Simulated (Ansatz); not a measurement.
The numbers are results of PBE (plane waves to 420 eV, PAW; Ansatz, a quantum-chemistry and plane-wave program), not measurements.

Host crystal: wurtzite GaN, with a band gap (PBE, scalar-relativistic without spin-orbit coupling).

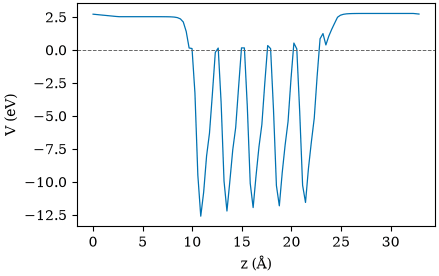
Figure. Plane-averaged electrostatic potential energy along the normal, in eV from the highest filled level, for Li on the (0001) surface of wurtzite GaN (2x2 with 3 H on 4 top atoms; a constructed slab, bottom: 3 H on 4 bottom sites), one in a cell of 36 Å², started at the site 'top H'

Model: 47-atom slab, 13.8 Å thick at the start with caps and adatoms under the adsorbate (thin: gaps and levels are the slab's own), 4x4x1 mesh, Fermi-Dirac 0.01 eV, dipole correction, 23 atoms held, the rest relaxed; held to the start's symmetry, so lower structures may exist; spin-polarised, ending with about 1.0 μB a cell; orders that need a larger cell were not tried, no spin-orbit, no U, no dispersion correction. At the end it is bonded to 3 Ga + 3 H. In PBE it is, or lies within 0.03 eV of, the lowest of the starts that converged.

The vacuum level lies 2.77 eV above the highest filled level over the top face and 2.52 eV above it under the bottom face.
